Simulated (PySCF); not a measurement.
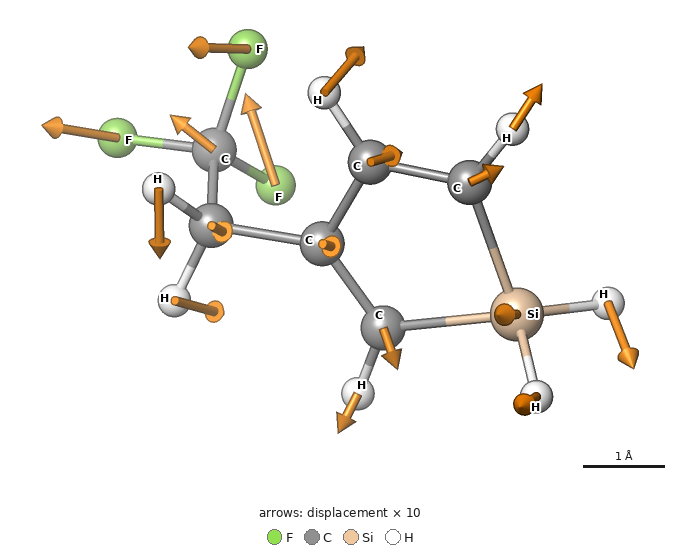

A relaxation of C₆H₇F₃Si. The starting structure is drawn; orange arrows show the displacements, magnified 10 times. The two geometries are superimposed by the best rigid fit.

The picture is a ball-and-stick view, seen at a tilt.

The start comes from GFN2-xTB. Its atoms were then displaced at random by about 0.01 Å.

All numbers below come from PBE0-D3(BJ)/def2-SVP geometry optimisation, gas phase in PySCF. 

Q: What did the optimiser do to the structure, and how much energy did it gain?

A: The largest moves after the best rigid fit, 0.12 Å, are those of F atoms. By element the largest moves are F 0.12 Å, H 0.12 Å, C 0.07 Å, Si 0.06 Å. Some distances before and after: H–Si 1.460 → 1.495 Å, C–Si 1.901 → 1.873 Å, C–H 1.064 → 1.092 Å, C–F 1.360 → 1.339 Å. Among the angles between lasting bonds that change: Si–C–H 126.1° → 130.7°, C–Si–C 89.0° → 92.4°, H–Si–H 111.7° → 108.4°. After 5 geometry steps the energy has fallen by 0.180 eV.
